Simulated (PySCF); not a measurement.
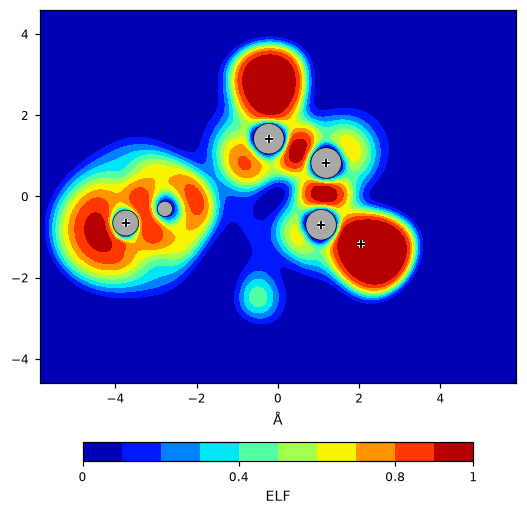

The ELF on a plane through atoms (crosses mark nuclei in the plane; grey discs cover the cores).

All numbers below come from wB97X-D/def2-SVPD, SCF density, gas phase in PySCF 2.14.0.

Candidates:
A. C5H9NSi (SMILES N#C[SiH]1CCCC1)
B. C2H6Al2Cl3F

> Which system is this?

Candidate A: C5H9NSi on the plane of atoms C4, C5 and C6, which holds N, C and H. C–C (1.53 Å): the ELF peaks at about 0.95 between the atoms; a shared electron pair. C–H (1.09 Å): the ELF climbs to about 1 towards the hydrogen, as it does in any bond to H: a covalent bond by its length.
